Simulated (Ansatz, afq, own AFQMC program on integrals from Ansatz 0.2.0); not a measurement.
# TiF2 (triplet): quantum Monte Carlo beside coupled cluster as a fragment species, def2-TZVP

Aim: compute TiF2 (triplet) with auxiliary-field quantum Monte Carlo on the same integrals as coupled cluster, and set the energies side by side.

Computed with Ansatz 0.2.0, Gaussian basis, and an in-house AFQMC program (afq) on its integrals; all values are calculated. Level: def2-TZVP, frozen cores.

The runs, in order: CCSD(T) on UHF; CCSD(T) on UHF; PBE (unrestricted); CCSD(T) on UHF; r2SCAN (unrestricted); PBE0 (unrestricted); B3LYP (unrestricted); wB97M-V (unrestricted); B2PLYP (unrestricted); Phaseless AFQMC, CISD trial on UHF; Phaseless AFQMC, single-determinant trial on UHF.

## 1. The system

The geometry is a PBE0/def2-SVP stationary point (not a proven minimum).

3 atoms, charge 0, spin multiplicity 3.

Atoms are counted from 1 here; the program's logs count them from 0.

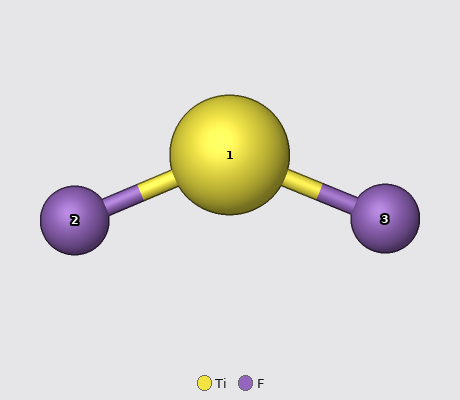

The structure; titanium yellow, fluorine purple; atoms are numbered from 1 in the order of the file.

Geometry (Å):

```xyz
3
charge 0, multiplicity 3
Ti   -0.2306   -0.1672   -0.0760
F     0.8973   -1.5136   -0.3018
F    -0.7928    1.1734   -1.0875
```

## 2. CCSD(T) on UHF

Input file in.yaml:

```yaml
crystal:
  periodic: [false, false, false]
  atoms:
    - {symbol: Ti, position_ang: [-0.230610, -0.167163, -0.075973]}
    - {symbol: F, position_ang: [0.897337, -1.513637, -0.301782]}
    - {symbol: F, position_ang: [-0.792787, 1.173370, -1.087494]}
basis:
  gaussian: {orbitals: def2-TZVP}
magnetization: {spin_polarized: true, initial_magnetization: 2}
correlation: {method: ccsd_t, electrons: outside_noble_gas, hamiltonian_folder: ham}
```

Command:

```console
ansatz run in.yaml --threads 1 --pin off --events-out ev --progress --plain --max-ram 16896MiB --backend cuda --devices 0, --max-vram 18GiB
```

What it wrote (excerpt; [...] marks lines left out):

```text
Functional definition: HF
  name "HF"
  cite "Fock, Z. Phys. 61, 126 (1930) doi:10.1007/BF01340294"
  parent pbe
[...]
816 factors; integrals over basis functions are off by at most 9.0e-4 eV
[...]
mean field -28504.59960353 eV, -1047.5247143182 hartree, gradient 1.9e-6 eV, S^2 2.006434; 26 other end points of the search recorded, 0 dependent functions left out
determinant -28504.59960353 eV, -1047.5247143182 hartree, with singles and doubles -28520.25567517 eV, -1048.1000643388 hartree
determinant -28504.58026770 eV, -1047.5240037395 hartree, with singles and doubles -28520.23350898 eV, -1048.0992497463 hartree
determinant -28504.06374187 eV, -1047.5050217655 hartree, with singles and doubles -28519.67340913 eV, -1048.0786664566 hartree
determinant -28503.82821255 eV, -1047.4963662224 hartree, with singles and doubles -28519.20668075 eV, -1048.0615145049 hartree
determinant -28503.74766669 eV, -1047.4934062167 hartree, with singles and doubles -28519.18390337 eV, -1048.0606774519 hartree
determinant -28503.35597875 eV, -1047.4790119505 hartree, with singles and doubles -28518.81089312 eV, -1048.0469695777 hartree
determinant -28503.18486070 eV, -1047.4727234780 hartree, with singles and doubles -28518.67784471 eV, -1048.0420801390 hartree
determinant -28503.05858012 eV, -1047.4680827522 hartree, with singles and doubles -28518.76856001 eV, -1048.0454138647 hartree
determinant -28502.23685587 eV, -1047.4378849433 hartree, with singles and doubles -28517.98173375 eV, -1048.0164985332 hartree
determinant -28501.97111908 eV, -1047.4281192964 hartree, with singles and doubles -28517.42578322 eV, -1047.9960677280 hartree
determinant -28504.59960353 eV, -1047.5247143182 hartree, with singles and doubles -28520.32913144 eV, -1048.1027638070 hartree
determinant -28504.58026770 eV, -1047.5240037395 hartree, with singles and doubles -28520.30427712 eV, -1048.1018504277 hartree
11 core orbitals not correlated: weight in the atoms' cores, before any rotation towards them, 0.934 or more for the frozen orbitals, at most 0.062 for the correlated occupied ones
reference -28504.59960353 eV, -1047.5247143182 hartree; 10, 8 occupied and 86, 88 virtual orbitals, 816 factors
second order -15.75190605 eV of doubles, -0.00000000 eV of singles
cycle   1  -15.72953273 eV  change   -4.8e-6 eV  update   4.4e-6
perturbative correction -0.54327114 eV, -0.0199648462 hartree
Total energy: -28520.87240740 eV, -1048.1227288304 hartree
```

Wall time 7 s (1 × NVIDIA H100 80GB HBM3 with 1 thread of AMD EPYC 7R13 (Zen 3), shared host); peak host memory 2.6 GiB.

From the report: ⟨S²⟩ of the determinant 2.006 (pure triplet: 2.00); correlation -16.2728 eV; T1 0.023; largest double amplitude 0.03.

This run also writes the integrals to the folder ham.

## 3. CCSD(T) on UHF

in.yaml: that of step 2 with these lines changed.

```diff
@@ -7,4 +7,4 @@
 basis:
-  gaussian: {orbitals: def2-TZVP}
+  gaussian: {orbitals: def2-TZVPP}
 magnetization: {spin_polarized: true, initial_magnetization: 2}
-correlation: {method: ccsd_t, electrons: outside_noble_gas, hamiltonian_folder: ham}
+correlation: {method: ccsd_t, electrons: outside_noble_gas}
```

Same command.

What it wrote (excerpt; [...] marks lines left out):

```text
Functional definition: HF
  name "HF"
  cite "Fock, Z. Phys. 61, 126 (1930) doi:10.1007/BF01340294"
  parent pbe
[...]
862 factors; integrals over basis functions are off by at most 6.4e-4 eV
[...]
mean field -28504.73505252 eV, -1047.5296919767 hartree, gradient 2.8e-6 eV, S^2 2.006750; 26 other end points of the search recorded, 0 dependent functions left out
determinant -28504.73505252 eV, -1047.5296919767 hartree, with singles and doubles -28520.54734598 eV, -1048.1107830434 hartree
determinant -28504.71821632 eV, -1047.5290732578 hartree, with singles and doubles -28520.52757226 eV, -1048.1100563725 hartree
determinant -28504.17621146 eV, -1047.5091549465 hartree, with singles and doubles -28519.97619481 eV, -1048.0897936249 hartree
determinant -28503.96879040 eV, -1047.5015323631 hartree, with singles and doubles -28519.51302604 eV, -1048.0727724866 hartree
[...]
determinant -28502.38224825 eV, -1047.4432280145 hartree, with singles and doubles -28518.28689969 eV, -1048.0277131745 hartree
determinant -28502.11405243 eV, -1047.4333719999 hartree, with singles and doubles -28517.75764015 eV, -1048.0082632451 hartree
determinant -28504.73505252 eV, -1047.5296919767 hartree, with singles and doubles -28520.61690682 eV, -1048.1133393570 hartree
determinant -28504.71821632 eV, -1047.5290732578 hartree, with singles and doubles -28520.59459458 eV, -1048.1125193973 hartree
11 core orbitals not correlated: weight in the atoms' cores, before any rotation towards them, 0.934 or more for the frozen orbitals, at most 0.062 for the correlated occupied ones
reference -28504.73505252 eV, -1047.5296919767 hartree; 10, 8 occupied and 105, 107 virtual orbitals, 862 factors
second order -15.90324614 eV of doubles, -0.00000000 eV of singles
cycle   1  -15.88185964 eV  change   -5.3e-6 eV  update   4.8e-6
perturbative correction -0.56626832 eV, -0.0208099769 hartree
Total energy: -28521.18318048 eV, -1048.1341495302 hartree
```

Wall time 8 s (1 × NVIDIA H100 80GB HBM3 with 1 thread of AMD EPYC 7R13 (Zen 3), shared host); peak host memory 2.6 GiB.

From the report: ⟨S²⟩ of the determinant 2.007 (pure triplet: 2.00); correlation -16.4481 eV; T1 0.024; largest double amplitude 0.03.

## 4. PBE (unrestricted)

in.yaml: that of step 3 with these lines changed.

```diff
@@ -7,4 +7,5 @@
 basis:
-  gaussian: {orbitals: def2-TZVPP}
+  gaussian: {orbitals: def2-TZVP}
 magnetization: {spin_polarized: true, initial_magnetization: 2}
-correlation: {method: ccsd_t, electrons: outside_noble_gas}
+hamiltonian: {xc: {name: PBE}}
+output: {orbitals: {seedname: orbitals}}
```

Command:

```console
ansatz run in.yaml --threads 1 --pin off --events-out ev --progress --plain --max-ram 5632MiB --backend cpu
```

What it wrote (excerpt; [...] marks lines left out):

```text
Functional definition: PBE
  name "PBE"
  cite "Perdew, Burke & Ernzerhof, Phys. Rev. Lett. 77, 3865 (1996) doi:10.1103/PhysRevLett.77.3865"
  parent pbe
[...]
725 factors; their error is unknown
[...]
mean field -28542.96177404 eV, -1048.9344980815 hartree, gradient 3.2e-6 eV, S^2 2.004068; 14 other end points of the search recorded, 0 dependent functions left out
reference -28542.96183379 eV, -1048.9345002773 hartree; 21, 19 occupied and 86, 88 virtual orbitals, 725 factors
Total energy: -28542.96183379 eV, -1048.9345002773 hartree
```

It took 18 s on 1 thread of AMD EPYC 7R13 (Zen 3), shared host; peak memory 2.6 GiB.

From the report: ⟨S²⟩ of the determinant 2.004 (pure triplet: 2.00).

## 5. CCSD(T) on UHF

in.yaml: that of step 4 with these lines changed.

```diff
@@ -7,5 +7,4 @@
 basis:
-  gaussian: {orbitals: def2-TZVP}
+  gaussian: {orbitals: "def2-QZVPP.json"}
 magnetization: {spin_polarized: true, initial_magnetization: 2}
-hamiltonian: {xc: {name: PBE}}
-output: {orbitals: {seedname: orbitals}}
+correlation: {method: ccsd_t, electrons: outside_noble_gas}
```

Command:

```console
ansatz run in.yaml --threads 1 --pin off --events-out ev --progress --plain --max-ram 16896MiB --backend cuda --devices 0, --max-vram 18GiB
```

What it wrote (excerpt; [...] marks lines left out):

```text
Functional definition: HF
  name "HF"
  cite "Fock, Z. Phys. 61, 126 (1930) doi:10.1007/BF01340294"
  parent pbe
[...]
1357 factors; integrals over basis functions are off by at most 4.9e-4 eV
[...]
mean field -28505.41875306 eV, -1047.5548175082 hartree, gradient 2.9e-6 eV, S^2 2.006806; 16 other end points of the search recorded, 0 dependent functions left out
determinant -28505.41875306 eV, -1047.5548175082 hartree, with singles and doubles -28522.70428835 eV, -1048.1900492133 hartree
determinant -28505.40244370 eV, -1047.5542181502 hartree, with singles and doubles -28522.68351484 eV, -1048.1892858012 hartree
determinant -28504.84840223 eV, -1047.5338575017 hartree, with singles and doubles -28522.14133730 eV, -1048.1693611441 hartree
determinant -28504.65186534 eV, -1047.5266349044 hartree, with singles and doubles -28521.69342724 eV, -1048.1529007530 hartree
[...]
determinant -28503.99781259 eV, -1047.5025989091 hartree, with singles and doubles -28521.15735940 eV, -1048.1332006231 hartree
determinant -28502.80248755 eV, -1047.4586715239 hartree, with singles and doubles -28519.96709814 eV, -1048.0894593286 hartree
determinant -28505.41875306 eV, -1047.5548175082 hartree, with singles and doubles -28522.62243800 eV, -1048.1870412686 hartree
determinant -28505.40244370 eV, -1047.5542181502 hartree, with singles and doubles -28522.60022895 eV, -1048.1862251011 hartree
11 core orbitals not correlated: weight in the atoms' cores, before any rotation towards them, 0.933 or more for the frozen orbitals, at most 0.062 for the correlated occupied ones
reference -28505.41875306 eV, -1047.5548175082 hartree; 10, 8 occupied and 186, 188 virtual orbitals, 1357 factors
second order -17.34681356 eV of doubles, -0.00000000 eV of singles
cycle   1  -17.20369305 eV  change   -8.1e-6 eV  update   5.4e-6
perturbative correction -0.65990173 eV, -0.0242509412 hartree
Total energy: -28523.28234784 eV, -1048.2112925078 hartree
```

It took 12 s on 1 × NVIDIA H100 80GB HBM3 with 1 thread of AMD EPYC 7R13 (Zen 3), shared host; peak host memory 2.6 GiB.

From the report: ⟨S²⟩ of the determinant 2.007 (pure triplet: 2.00); correlation -17.8636 eV; T1 0.023; largest double amplitude 0.02.

## 6. r2SCAN (unrestricted)

in.yaml: that of step 5 with these lines changed.

```diff
@@ -7,4 +7,4 @@
 basis:
-  gaussian: {orbitals: "def2-QZVPP.json"}
+  gaussian: {orbitals: def2-TZVP}
 magnetization: {spin_polarized: true, initial_magnetization: 2}
-correlation: {method: ccsd_t, electrons: outside_noble_gas}
+hamiltonian: {xc: {name: r2SCAN}}
```

Command:

```console
ansatz run in.yaml --threads 1 --pin off --events-out ev --progress --plain --max-ram 5632MiB --backend cpu
```

What it wrote (excerpt; [...] marks lines left out):

```text
Functional definition: r2SCAN
  name "r2SCAN"
  cite "Furness, Kaplan, Ning, Perdew & Sun, J. Phys. Chem. Lett. 11, 8208 (2020) doi:10.1021/acs.jpclett.0c02405"
  cite "Furness, Kaplan, Ning, Perdew & Sun, J. Phys. Chem. Lett. 11, 9248 (2020) doi:10.1021/acs.jpclett.0c03077"
  parent r2scan
[...]
725 factors; their error is unknown
[...]
mean field -28551.09004129 eV, -1049.2332063937 hartree, gradient 4.8e-6 eV, S^2 2.005999; 8 other end points of the search recorded, 0 dependent functions left out
reference -28551.09006777 eV, -1049.2332073665 hartree; 21, 19 occupied and 86, 88 virtual orbitals, 725 factors
Total energy: -28551.09006777 eV, -1049.2332073665 hartree
```

Run time: 32 s. Hardware: 1 thread of AMD EPYC 7R13 (Zen 3), shared host; peak memory 2.6 GiB.

From the report: ⟨S²⟩ of the determinant 2.006 (pure triplet: 2.00).

## 7. PBE0 (unrestricted)

in.yaml: that of step 6 with these lines changed.

```diff
@@ -9,2 +9,3 @@
 magnetization: {spin_polarized: true, initial_magnetization: 2}
-hamiltonian: {xc: {name: r2SCAN}}
+hamiltonian: {xc: {name: PBE0}}
+output: {orbitals: {seedname: orbitals}}
```

Launched as before.

What it wrote:

```text
Functional definition: PBE0
  name "PBE0"
  cite "Adamo & Barone, J. Chem. Phys. 110, 6158 (1999) doi:10.1063/1.478522"
  cite "Perdew, Burke & Ernzerhof, Phys. Rev. Lett. 77, 3865 (1996) doi:10.1103/PhysRevLett.77.3865"
  parent pbe
  parameter a = 0.25
  parameter kappa = 0.804
  parameter beta = 0.06672455060314922
  exchange = (1 - a)*pbe_x(kappa = kappa, mu = beta*pi^2/3) + a*exact_x
  correlation = pbe_c(beta = beta)
778 factors; their error is unknown
mean field evaluation 1: about -28539.3109 eV, gradient 3.6e1 eV
mean field evaluation 2: about -28528.3710 eV, gradient 7.2e1 eV
mean field evaluation 4: about -28543.1668 eV, gradient 2.0e0 eV
mean field evaluation 8: about -28543.1927 eV, gradient 1.5e-1 eV
mean field evaluation 16: about -28543.3458 eV, gradient 1.9e-3 eV
mean field evaluation 32: about -28543.3257 eV, gradient 5.8e-2 eV
mean field -28543.34583325 eV, -1048.9486119971 hartree, gradient 7.9e-6 eV, S^2 2.004291; 4 other end points of the search recorded, 0 dependent functions left out
reference -28543.34587771 eV, -1048.9486136312 hartree; 21, 19 occupied and 86, 88 virtual orbitals, 778 factors
Total energy: -28543.34587771 eV, -1048.9486136312 hartree
```

Wall time 11 s (1 thread of AMD EPYC 7R13 (Zen 3), shared host); peak memory 2.6 GiB.

From the report: ⟨S²⟩ of the determinant 2.004 (pure triplet: 2.00).

(Part 1 of 2 ends here.)
